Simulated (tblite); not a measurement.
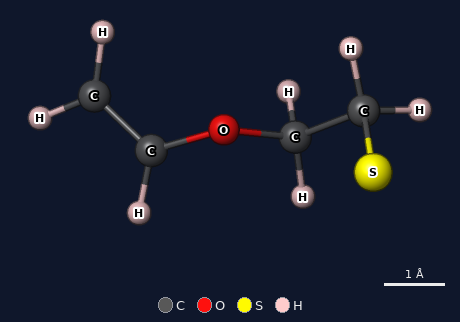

This is the input geometry for a relaxation of C4H7OS (multiplicity 2). A ball-and-stick model, seen at a tilt.

The calculation used tblite, GFN2-xTB geometry optimisation, gas phase.

```xyz
13

C     2.4714   -0.4988    0.2696
C     1.5261    0.2194   -0.3614
O     0.2801    0.4481    0.1975
C    -0.8697   -0.1395   -0.3987
C    -2.0616    0.2900    0.4182
S    -2.2756    2.0629    0.4139
H     3.4067   -0.6150   -0.2474
H     2.3027   -0.9373    1.2607
H     1.7617    0.6358   -1.3416
H    -0.7313   -1.2582   -0.2587
H    -0.9548    0.0499   -1.4865
H    -2.9708   -0.2335    0.0407
H    -1.8893   -0.0232    1.4759
```

### Where does the relaxation end?

The atom that moves furthest after the best rigid fit is S6 (1.54 Å). By element the largest moves are S 1.54 Å, O 1.47 Å, H 1.42 Å, C 0.53 Å. Near-neighbour distances that change, for instance: C4–H10 1.136 → 1.094 Å, C2–O3 1.385 → 1.354 Å, C4–C5 1.507 → 1.535 Å, C5–H13 1.116 → 1.091 Å. Among the angles between lasting bonds that change: C5–C4–H11 115.0° → 109.4°, C2–C1–H7 116.3° → 120.8°, C2–O3–C4 119.3° → 115.4°. Groups turn about O3–C4 by about 100°, C2–O3 by about 95°. The energy falls by 11.2 kcal/mol in 118 geometry steps. Cost: 0.67 s on 1 thread of Arm Neoverse V1, with other jobs on the host.

History of the run:

| step | E − E(0), kcal/mol |
| --- | --- |
| 0 | 0.00 |
| 1 | -1.89 |
| 2 | -2.59 |
| 3 | -3.02 |
| 4 | -3.38 |
| 5 | -3.51 |
| 6 | -3.79 |
| 7 | -3.94 |
| 8 | -4.13 |
| 9 | -4.26 |
| 10 | -4.38 |
| 16 | -4.95 |
| 21 | -5.94 |
| 27 | -6.92 |
| 33 | -7.26 |
| 38 | -7.44 |
| 44 | -7.77 |
| 50 | -7.97 |
| 55 | -8.03 |
| 61 | -8.07 |
| 67 | -8.23 |
| 73 | -8.76 |
| 78 | -9.23 |
| 84 | -9.64 |
| 90 | -10.28 |
| 95 | -10.62 |
| 101 | -11.02 |
| 107 | -11.07 |
| 112 | -11.16 |
| 118 | -11.18 |

Final geometry:

```xyz
13

C     2.3257   -0.0298    0.4319
C     1.2239   -0.0540   -0.3121
O     0.2541   -0.9816   -0.1283
C    -1.0218   -0.6124   -0.5732
C    -1.6831    0.3613    0.4126
S    -0.7535    1.8953    0.5392
H     3.1050    0.6806    0.2357
H     2.4621   -0.7210    1.2435
H     1.0816    0.6262   -1.1468
H    -1.6094   -1.5332   -0.6282
H    -0.9727   -0.1485   -1.5682
H    -2.6886    0.6042    0.0701
H    -1.7279   -0.0865    1.4061
```

After the run, drawn alike:

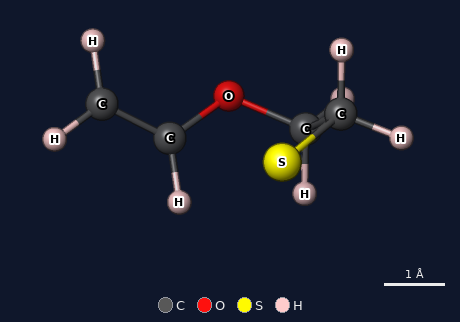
